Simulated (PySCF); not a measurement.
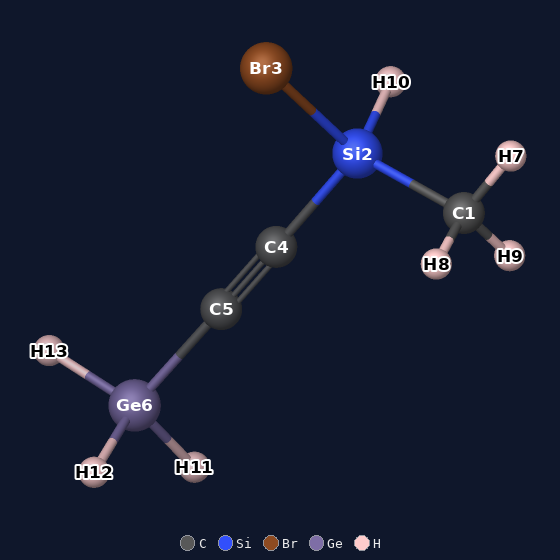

Computed geometry: PBE0-D3(BJ)/def2-SVP optimisation. No frequency run is at hand to confirm it as a minimum.

List the bonds and their lengths.

```csv
bond,length (Å)
C1–Si2,1.863
C1–H7,1.100
C1–H8,1.100
C1–H9,1.101
Si2–Br3,2.234
Si2–C4,1.830
Si2–H10,1.488
C4–C5,1.224
C5–Ge6,1.904
Ge6–H11,1.535
Ge6–H12,1.535
Ge6–H13,1.535
```
